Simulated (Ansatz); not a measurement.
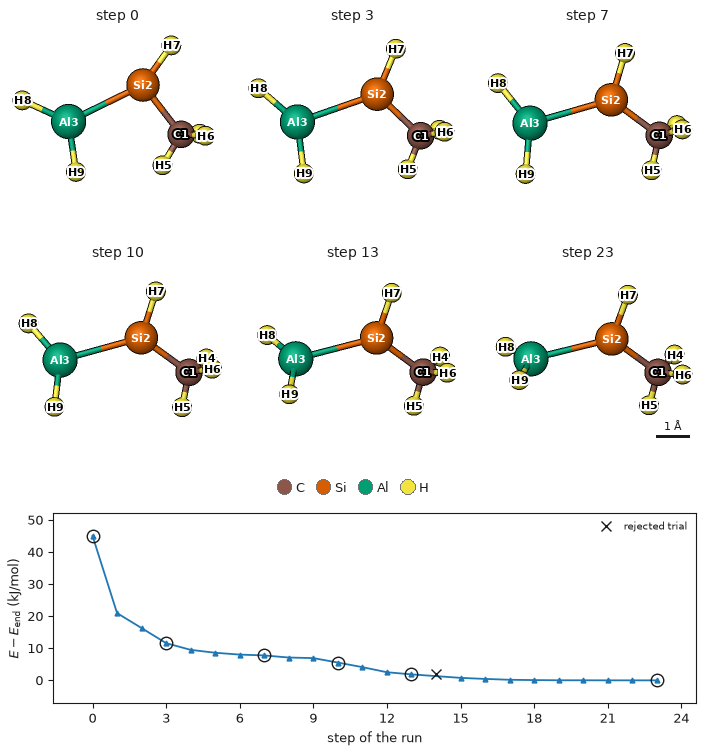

Frames of a relaxation of CH$_{6}$AlSi (charge +1), marked on the history of the run. A ball-and-stick model, seen face on.

Level of theory: RKS PBE0-D4/def2-TZVP (Ansatz 0.2.0). Settings: force threshold 0.005 eV/Å; at most 200 steps.

Describe the path.

After 22 accepted moves (23 points after the start) the energy has fallen by 45.0 kJ/mol. Largest force component: 1.5 eV/Å at the start, 0.0037 eV/Å at the end. The line search rejected the trial step at point 14 of the run. The atom that moves furthest after the best rigid fit is H9 (1.98 Å). Largest moves by element: H 1.98 Å, Si 0.54 Å, C 0.34 Å, Al 0.30 Å. Near-neighbour distances that change, for instance: C1–Si2 1.899 → 1.831 Å, Al3–H8 1.545 → 1.568 Å, Al3–H9 1.546 → 1.567 Å, Si2–Al3 2.518 → 2.534 Å. Among the angles between lasting bonds that change: Al3–Si2–H7 151.6° → 121.1°, C1–Si2–Al3 101.8° → 129.0°, Si2–Al3–H8 129.4° → 111.6°. Groups turn about Si2–Al3 by about 85°. Cost: 62 s on 2 threads of Arm Neoverse V1, with other jobs on the host. From step 0 to 3: H8 moves most (0.37 Å), energy −33.4 kJ/mol. From step 3 to 7: H9 moves most (0.46 Å), energy −3.82 kJ/mol. From step 7 to 10: H atoms move most (0.42 Å), energy −2.23 kJ/mol. From step 10 to 13: H8 moves most (0.59 Å), energy −3.68 kJ/mol. From step 13 to 23: H9 moves most (0.41 Å), energy −1.86 kJ/mol.
